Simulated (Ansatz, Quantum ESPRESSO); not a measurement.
# The work function of Ru(0001), 4 layers, one monolayer of Al on hcp sites, level by level, part 2 of 5

Wanted: work functions and the surface dipole of Ru(0001), 4 layers, one monolayer of Al on hcp sites at several levels, with their cost.

Quantum ESPRESSO 7.5; plane-wave DFT, PBE, GBRV ultrasoft pseudopotentials; geometry and cross-check by Ansatz 0.2.0 with PAW datasets.

So far. Step 2 (Relaxation with Ansatz):  Held were the atoms numbered 1 and 2; the forces quoted are those on the free ones.

**3. Self-consistent run**

The two faces differ, so the slab has a dipole. tefield with eamp = 0 and dipfield cancel the false field of the periodic images; the ramp (emaxpos, eopreg) must lie in the vacuum. pw.x drops all symmetry for this, which costs k-points.

Level of this step: plane-wave DFT, PBE, GBRV ultrasoft pseudopotentials (Quantum ESPRESSO 7.5).

File scf.in:

```
&control
  prefix = 'scf'
  outdir = './out'
  pseudo_dir = './pseudo'
  calculation = 'scf'
  tprnfor = .true.
  tefield = .true.
  dipfield = .true.
/
&system
  ibrav = 0
  nat = 5
  ntyp = 2
  ecutwfc = 40
  ecutrho = 200
  occupations = 'smearing'
  smearing = 'mv'
  degauss = 0.02
  edir = 3
  emaxpos = 0.97
  eopreg = 0.04
  eamp = 0.0
/
&electrons
  conv_thr = 1e-07
  mixing_beta = 0.4
  electron_maxstep = 120
  mixing_mode = 'local-TF'
/
ATOMIC_SPECIES
  Ru  101.0700  ru_pbe_v1.2.uspp.F.UPF
  Al  26.9815  al_pbe_v1.uspp.F.UPF
CELL_PARAMETERS angstrom
  2.69999999998962 0.00000000000000 0.00000000000000
  1.34999999999481 2.33826859020899 0.00000000000000
  0.00000000000000 0.00000000000000 25.41520000000000
ATOMIC_POSITIONS crystal
  Ru  0.666666666667 0.666666666667 0.326576222100
  Ru  -0.000000000000 -0.000000000000 0.410714847800
  Ru  0.666666666667 0.666666666667 0.494265097083
  Ru  -0.000000000000 -0.000000000000 0.579471512175
  Al  0.666666666667 0.666666666667 0.663786690342
K_POINTS automatic
  12 12 1 0 0 0
```

Started as:

```sh
$ OMP_NUM_THREADS=1 mpirun -n 4 pw.x -nk 4 -in scf.in > scf.out
```

Log:

```text
Program PWSCF v.7.5 starts
[citation notice left out]

     Parallel version (MPI & OpenMP), running on       4 processor cores
     Number of MPI processes:                 4
     Threads/MPI process:                     1

     MPI processes distributed on     1 nodes
[...]
Current dimensions of program PWSCF are:
     Max number of different atomic species (ntypx) = 10
     Max number of k-points (npk) =  40000
     Max angular momentum in pseudopotentials (lmaxx) =  4
     Presently no symmetry can be used with electric field

     K-points division:     npool     =       4
     Subspace diagonalization in iterative solution of the eigenvalue problem:
     a serial algorithm will be used

     G-vector sticks info
     --------------------
     sticks:   dense  smooth     PW     G-vecs:    dense   smooth      PW
     Sum         361     295     97                51901    37003    7457

     Using Slab Decomposition

     bravais-lattice index     =            0
     lattice parameter (alat)  =       5.1023  a.u.
     unit-cell volume          =    1082.8001 (a.u.)^3
     number of atoms/cell      =            5
     number of atomic types    =            2
     number of electrons       =        67.00
     number of Kohn-Sham states=           41
     kinetic-energy cutoff     =      40.0000  Ry
     charge density cutoff     =     200.0000  Ry
     scf convergence threshold =      1.0E-07
     mixing beta               =       0.4000
     number of iterations used =            8  local-TF  mixing
     Exchange-correlation= SLA  PW   PBE  PBE
                           (   1   4   3   4   0   0   0)

[...]
PseudoPot. # 1 for Ru read from file:
     ./pseudo/ru_pbe_v1.2.uspp.F.UPF
     Pseudo is Ultrasoft + core correction, Zval = 16.0
     Generated by new atomic code, or converted to UPF format
     Using radial grid of  967 points,  6 beta functions with:
                l(1) =   0
                l(2) =   0
                l(3) =   1
                l(4) =   1
                l(5) =   2
                l(6) =   2
     Q(r) pseudized with  8 coefficients,  rinner =    1.300   1.300   1.300
                                                       1.300   1.300

     PseudoPot. # 2 for Al read from file:
     ./pseudo/al_pbe_v1.uspp.F.UPF
     Pseudo is Ultrasoft + core correction, Zval =  3.0
     Generated by new atomic code, or converted to UPF format
     Using radial grid of  893 points,  3 beta functions with:
                l(1) =   0
                l(2) =   1
                l(3) =   2
     Q(r) pseudized with  8 coefficients,  rinner =    0.900   0.900   0.900
                                                       0.900   0.900

     atomic species   valence    mass     pseudopotential
[...]
Estimated max dynamical RAM per process >     137.04 MB

     Estimated total dynamical RAM >     510.13 MB

     Initial potential from superposition of free atoms

     starting charge      62.9975, renormalised to      67.0000

     negative rho (up, down):  3.201E-01 0.000E+00

     Adding external electric field

     Computed dipole along edir(3) :
        Dipole               -1.9053 Ry au,         -4.8427 Debye
        Dipole field         -0.0221 Ry au,

        Potential amp.        2.0390 Ry
        Total length         46.1067 bohr

     Starting wfcs are   56 randomized atomic wfcs

     total cpu time spent up to now is        3.0 secs

     per-process dynamical memory:    99.0 Mb

     Self-consistent Calculation

     iteration #  1     ecut=    40.00 Ry     beta= 0.40
     Davidson diagonalization with overlap
     ethr =  1.00E-02,  avg # of iterations =  9.1

     negative rho (up, down):  5.667E-01 0.000E+00

     Adding external electric field

     Computed dipole along edir(3) :
        Dipole                8.8469 Ry au,         22.4865 Debye
        Dipole field          0.1027 Ry au,

        Potential amp.       -9.4677 Ry
        Total length         46.1067 bohr

     total cpu time spent up to now is        9.6 secs

     total energy              =    -733.25993727 Ry
     estimated scf accuracy    <     953.35564646 Ry

     iteration #  2     ecut=    40.00 Ry     beta= 0.40
[...]
c_bands:  1 eigenvalues not converged
     c_bands:  3 eigenvalues not converged
     c_bands:  1 eigenvalues not converged
     c_bands:  3 eigenvalues not converged
[...]
negative rho (up, down):  5.411E-01 0.000E+00

[...]
Dipole               -5.1629 Ry au,        -13.1228 Debye
[...]
total energy              =    -652.50416798 Ry
     estimated scf accuracy    <    6091.73996315 Ry

[...]
iteration #119     ecut=    40.00 Ry     beta= 0.40
[...]
negative rho (up, down):  3.680E-01 0.000E+00

[...]
Dipole               -0.2930 Ry au,         -0.7447 Debye
[...]
total energy              =    -783.66446240 Ry
     estimated scf accuracy    <       0.78254066 Ry

     iteration #120     ecut=    40.00 Ry     beta= 0.40
[...]
negative rho (up, down):  3.583E-01 0.000E+00

[...]
Dipole               -0.3413 Ry au,         -0.8674 Debye
[...]
total energy              =    -783.66315419 Ry
     estimated scf accuracy    <       0.43155536 Ry

     End of self-consistent calculation

     convergence NOT achieved after 120 iterations: stopping

[...]
=------------------------------------------------------------------------------=
   JOB DONE.
=------------------------------------------------------------------------------=
[key lines of the parts left out:]
Dipole field         -0.0040 Ry au,
```

Run time: 8.5 min. Hardware: 4 MPI ranks of AMD EPYC 9R14 (Zen 4), shared host; peak memory 0.67 GiB.

The run ended without convergence. The estimated SCF accuracy went from 953 Ry in the first cycle kept to 0.165 Ry at best and 0.432 Ry in the last.

More iterations help only where the error still falls; otherwise the mixing, the start or the set-up has to change.

**4. SCF with pw.x: open boundaries by the effective screening medium**

Open boundaries by another road: assume_isolated = 'esm' with bc1, the slab centred on z = 0.

File esm.in:

```
&control
  prefix = 'esm'
  outdir = './out'
  pseudo_dir = './pseudo'
  calculation = 'scf'
  tprnfor = .true.
/
&system
  ibrav = 0
  nat = 5
  ntyp = 2
  ecutwfc = 40
  ecutrho = 200
  occupations = 'smearing'
  smearing = 'mv'
  degauss = 0.02
  assume_isolated = 'esm'
  esm_bc = 'bc1'
/
&electrons
  conv_thr = 1e-07
  mixing_beta = 0.4
  electron_maxstep = 120
  mixing_mode = 'local-TF'
/
ATOMIC_SPECIES
  Ru  101.0700  ru_pbe_v1.2.uspp.F.UPF
  Al  26.9815  al_pbe_v1.uspp.F.UPF
CELL_PARAMETERS angstrom
  2.69999999998962 0.00000000000000 0.00000000000000
  1.34999999999481 2.33826859020899 0.00000000000000
  0.00000000000000 0.00000000000000 25.41520000000000
ATOMIC_POSITIONS crystal
  Ru  0.666666666667 0.666666666667 -0.168605234121
  Ru  -0.000000000000 -0.000000000000 -0.084466608421
  Ru  0.666666666667 0.666666666667 -0.000916359138
  Ru  -0.000000000000 -0.000000000000 0.084290055954
  Al  0.666666666667 0.666666666667 0.168605234121
K_POINTS automatic
  12 12 1 0 0 0
```

Started as:

```sh
$ OMP_NUM_THREADS=1 mpirun -n 4 pw.x -nk 4 -in esm.in > esm.out
```

Log:

```text
[banner, memory and clock lines left out]
Program PWSCF v.7.5 starts
[citation notice left out]

[...]
Message from routine setup:
[...]
bravais-lattice index     =            0
     lattice parameter (alat)  =       5.1023  a.u.
     unit-cell volume          =    1082.8001 (a.u.)^3
     number of atoms/cell      =            5
     number of atomic types    =            2
     number of electrons       =        67.00
     number of Kohn-Sham states=           41
     kinetic-energy cutoff     =      40.0000  Ry
     charge density cutoff     =     200.0000  Ry
     scf convergence threshold =      1.0E-07
     mixing beta               =       0.4000
     number of iterations used =            8  local-TF  mixing
     Exchange-correlation= SLA  PW   PBE  PBE
                           (   1   4   3   4   0   0   0)

     Effective Screening Medium Method
     Boundary Conditions: Vacuum-Slab-Vacuum
     total charge in unit cell        =   0.0000
     grid points for fit at edges     =        4

[...]
PseudoPot. # 1 for Ru read from file:
     ./pseudo/ru_pbe_v1.2.uspp.F.UPF
     Pseudo is Ultrasoft + core correction, Zval = 16.0
     Generated by new atomic code, or converted to UPF format
     Using radial grid of  967 points,  6 beta functions with:
                l(1) =   0
                l(2) =   0
                l(3) =   1
                l(4) =   1
                l(5) =   2
                l(6) =   2
     Q(r) pseudized with  8 coefficients,  rinner =    1.300   1.300   1.300
                                                       1.300   1.300

     PseudoPot. # 2 for Al read from file:
     ./pseudo/al_pbe_v1.uspp.F.UPF
     Pseudo is Ultrasoft + core correction, Zval =  3.0
     Generated by new atomic code, or converted to UPF format
     Using radial grid of  893 points,  3 beta functions with:
                l(1) =   0
                l(2) =   1
                l(3) =   2
     Q(r) pseudized with  8 coefficients,  rinner =    0.900   0.900   0.900
                                                       0.900   0.900

     atomic species   valence    mass     pseudopotential
     Ru               16.00   101.07000     Ru( 1.00)
     Al                3.00    26.98150     Al( 1.00)

      6 Sym. Ops. (no inversion) found

[...]
number of k points=    19  Marzari-Vanderbilt smearing, width (Ry)=  0.0200
[...]
Dense  grid:    51901 G-vectors     FFT dimensions: (  24,  24, 225)

     Smooth grid:    37003 G-vectors     FFT dimensions: (  24,  24, 200)

     Initial potential from superposition of free atoms

     starting charge      62.9975, renormalised to      67.0000

     negative rho (up, down):  3.275E-01 0.000E+00
     Starting wfcs are   56 randomized atomic wfcs

     per-process dynamical memory:    61.0 Mb

     Self-consistent Calculation

     iteration #  1     ecut=    40.00 Ry     beta= 0.40
     Davidson diagonalization with overlap
     c_bands:  2 eigenvalues not converged
     c_bands:  3 eigenvalues not converged
     c_bands:  4 eigenvalues not converged
     c_bands:  5 eigenvalues not converged
     c_bands:  4 eigenvalues not converged
     ethr =  1.00E-02,  avg # of iterations = 13.2

     negative rho (up, down):  3.703E-01 0.000E+00

     total energy              =    -775.59168834 Ry
     estimated scf accuracy    <     402.70972258 Ry

     iteration #  2     ecut=    40.00 Ry     beta= 0.40
[...]
negative rho (up, down):  3.497E-01 0.000E+00

[...]
total energy              =    -782.31711395 Ry
     estimated scf accuracy    <      20.57065238 Ry

     iteration #  3     ecut=    40.00 Ry     beta= 0.40
[...]
negative rho (up, down):  3.546E-01 0.000E+00

[...]
total energy              =    -781.09891354 Ry
     estimated scf accuracy    <      17.02963509 Ry

     iteration #  4     ecut=    40.00 Ry     beta= 0.40
[...]
negative rho (up, down):  3.373E-01 0.000E+00

[...]
total energy              =    -783.53200660 Ry
     estimated scf accuracy    <      14.30620428 Ry

     iteration #  5     ecut=    40.00 Ry     beta= 0.40
[...]
negative rho (up, down):  3.361E-01 0.000E+00

[...]
total energy              =    -782.91819710 Ry
     estimated scf accuracy    <       5.54210726 Ry

     iteration #  6     ecut=    40.00 Ry     beta= 0.40
[...]
negative rho (up, down):  3.289E-01 0.000E+00

[...]
total energy              =    -783.77324884 Ry
     estimated scf accuracy    <       9.51448240 Ry

[...]
iteration # 46     ecut=    40.00 Ry     beta= 0.40
[...]
negative rho (up, down):  3.205E-01 0.000E+00

[...]
total energy              =    -783.65492650 Ry
     estimated scf accuracy    <       0.00000028 Ry

     iteration # 47     ecut=    40.00 Ry     beta= 0.40
[...]
negative rho (up, down):  3.205E-01 0.000E+00

[...]
total energy              =    -783.65494063 Ry
     estimated scf accuracy    <       0.00000018 Ry

     iteration # 48     ecut=    40.00 Ry     beta= 0.40
[...]
negative rho (up, down):  3.205E-01 0.000E+00

[...]
total energy              =    -783.65488913 Ry
     estimated scf accuracy    <       0.00000029 Ry

     iteration # 49     ecut=    40.00 Ry     beta= 0.40
[...]
negative rho (up, down):  3.205E-01 0.000E+00

[...]
End of self-consistent calculation

          k = 0.0000 0.0000 0.0000 (  4609 PWs)   bands (ev):

   -77.9514 -77.7948 -77.5256 -77.3835 -48.2816 -47.8043 -47.4915 -47.4915
   -47.3549 -47.3549 -47.3523 -47.2036 -47.1365 -47.1365 -46.9435 -46.9435
   -14.4677 -12.1296 -10.9771 -10.7023 -10.3324  -7.6752  -7.4888  -7.4888
    -7.3489  -7.3489  -7.3097  -7.0868  -6.8963  -6.8963  -6.6197  -6.6197
    -5.6457  -5.5573  -5.5573  -4.6011  -4.6011  -3.8746  -3.8550  -3.8550
    -3.5365

          k = 0.0000 0.0962 0.0000 (  4591 PWs)   bands (ev):

   -77.9428 -77.7882 -77.5188 -77.3767 -48.2642 -47.8083 -47.5379 -47.5059
   -47.4301 -47.3661 -47.3202 -47.2166 -47.1777 -47.1480 -46.9921 -46.9552
   -14.2823 -11.8870 -10.7427 -10.4919 -10.0934  -7.8203  -7.6672  -7.5698
    -7.4605  -7.3053  -7.1886  -7.0201  -6.8941  -6.7811  -6.7117  -6.4547
    -6.0278  -5.6358  -5.6350  -4.9236  -4.6645  -4.4505  -3.8628  -3.4782
    -3.4153

[...]
the Fermi energy is    -4.6763 ev

!    total energy              =    -783.65490115 Ry
     estimated scf accuracy    <       0.00000002 Ry
     smearing contrib. (-TS)   =      -0.00097562 Ry
     internal energy E=F+TS    =    -783.65392553 Ry

     The total energy is F=E-TS. E is the sum of the following terms:
     one-electron contribution =   14111.62754278 Ry
     hartree contribution      =   -7074.68793759 Ry
     xc contribution           =    -107.99889086 Ry
     ewald contribution        =   -7712.59463986 Ry

     convergence has been achieved in  49 iterations

     negative rho (up, down):  3.205E-01 0.000E+00

     Forces acting on atoms (cartesian axes, Ry/au):

     atom    1 type  1   force =     0.00000000    0.00000000    0.01964404
     atom    2 type  1   force =     0.00000000    0.00000000   -0.01701440
     atom    3 type  1   force =     0.00000000    0.00000000   -0.00250424
     atom    4 type  1   force =     0.00000000    0.00000000    0.00076230
     atom    5 type  2   force =     0.00000000    0.00000000   -0.00077411

     Total force =     0.026131     Total SCF correction =     0.001540

[...]
```

Wall time 62 s (4 MPI ranks); peak memory 0.46 GiB; 4.1 min of CPU time.

Numbers from this step:

```
free energy                                                    : -10662.1681 eV
Fermi energy                                                   : -4.676 eV
vacuum line at the lower end of the cell, over the Fermi level : 5.091 eV
vacuum line at the upper end of the cell, over the Fermi level : 4.261 eV
```

The potential energy, planar mean oscillates, so the rows of the table below give means over windows of 2.15 Å about each position, cut where the curve ends. Its maxima inside the range that stand out by 2 % of the span (Å: eV): -3.3: -1.92, -1.1: -2.23, 1.0: -1.73, 3.3: -1.86. Its minima: -4.3: -48.8, -2.1: -49.2, 0.0: -49.1, 2.1: -49.1, 4.3: -16.4.

Electrostatic potential energy of an electron; zero at the Fermi level. The potential energy, planar mean by z; means over each step:

| z (Å) | potential energy, planar mean (eV) |
| --- | --- |
| -11.58 | 5.09 |
| -9.43 | 5.09 |
| -7.28 | 5.00 |
| -5.12 | -13.2 |
| -2.97 | -20.3 |
| -0.82 | -20.6 |
| 1.33 | -19.7 |
| 3.48 | -11.0 |
| 5.63 | -0.399 |
| 7.78 | 4.24 |
| 9.93 | 4.26 |
| 12.08 | 4.26 |

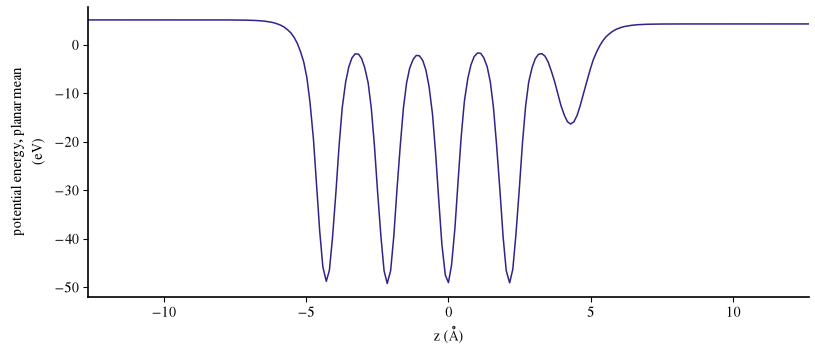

Potential energy, planar mean, plotted against z.

The vacuum levels are read from the outermost 0.7 Å of the cell on either side.

The run needed 49 iterations to bring the estimated error under 1e-07 Ry; the largest force on any atom, held or free, is 0.51 eV/Å.

(Continued in part 3 of 5.)

[Logs are printed without paths, hosts, clocks, repeated set-up lines and the standing remarks that a program may print on its own settings, such as how far it seeks lower states.]

[Hosts, paths, dates, database ids (printed as entryN), source tags and the programs' standing remarks are cut or masked in the printed files.]

[Maps of the electrostatic potential energy from Ansatz leave out the sawtooth potential of an applied field or a dipole correction, so their vacuum need not be flat; planar profiles and work functions include it.]
